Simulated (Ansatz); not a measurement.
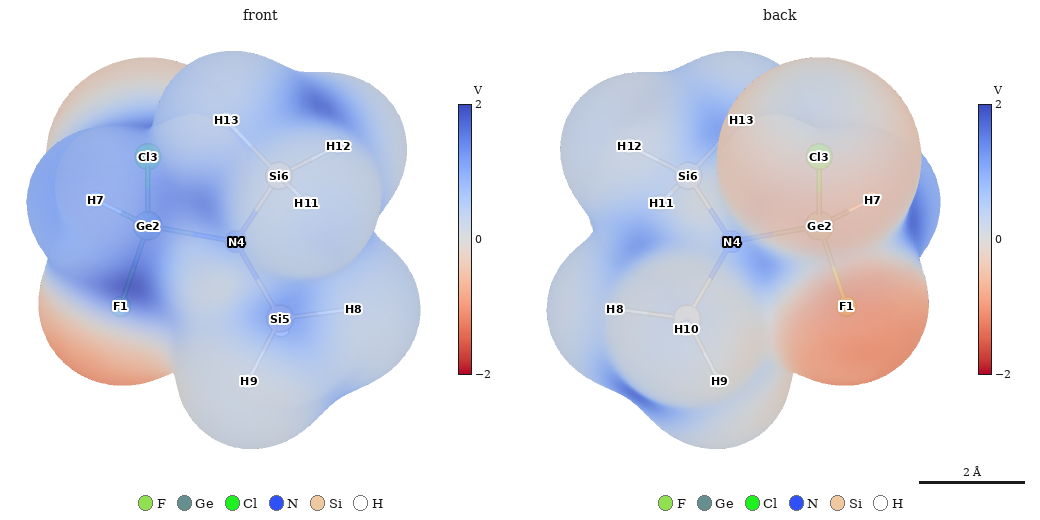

The picture shows: ClFGeH7NSi2 (SMILES [F][GeH]([Cl])[N]([SiH3])[SiH3]). The molecular electrostatic potential painted on the density surface at 0.002 e/bohr³, seen from the front and from behind; red is negative and blue positive.

Geometry: PBE0-D4/def2-TZVP.

All numbers below come from RKS PBE0-D4/def2-TZVPP in Ansatz.

Input file:

```
crystal:
  periodic: [false, false, false]
  atoms:
    - {symbol: F, position_ang: [2.063480, 0.671243, 1.707920]}
    - {symbol: Ge, position_ang: [1.488615, 0.936637, 0.098314]}
    - {symbol: Cl, position_ang: [0.971994, 3.005379, -0.008787]}
    - {symbol: N, position_ang: [0.022747, -0.117564, -0.026789]}
    - {symbol: Si, position_ang: [-0.697722, -0.805993, 1.407965]}
    - {symbol: Si, position_ang: [-0.758572, -0.298383, -1.569991]}
    - {symbol: H, position_ang: [2.608270, 0.641093, -0.893597]}
    - {symbol: H, position_ang: [-1.965256, -1.435388, 0.948921]}
    - {symbol: H, position_ang: [0.174162, -1.841920, 2.012868]}
    - {symbol: H, position_ang: [-0.997322, 0.238688, 2.417127]}
    - {symbol: H, position_ang: [-0.939188, -1.735040, -1.899242]}
    - {symbol: H, position_ang: [-2.083977, 0.369822, -1.600959]}
    - {symbol: H, position_ang: [0.133268, 0.336527, -2.579050]}
basis:
  gaussian: {orbitals: def2-TZVPP}
hamiltonian: {xc: pbe0, dispersion: d4}
output: {orbitals: {seedname: orbitals}}
```

Run with:

```sh
ansatz run in.yaml --threads 2 --pin off --events-out ev --progress --plain --max-ram 32768MiB --backend cuda --devices 0, --max-vram 18GiB
```

**Where is the surface potential most negative and most positive?**

The most negative region (about −1.0 V) lies over F1, the most positive (about +1.6 V) over Ge2 and Si6. Cl3 shows a σ-hole: about +0.2 V at the tip opposite its bond, against about −0.3 V on its flanks.
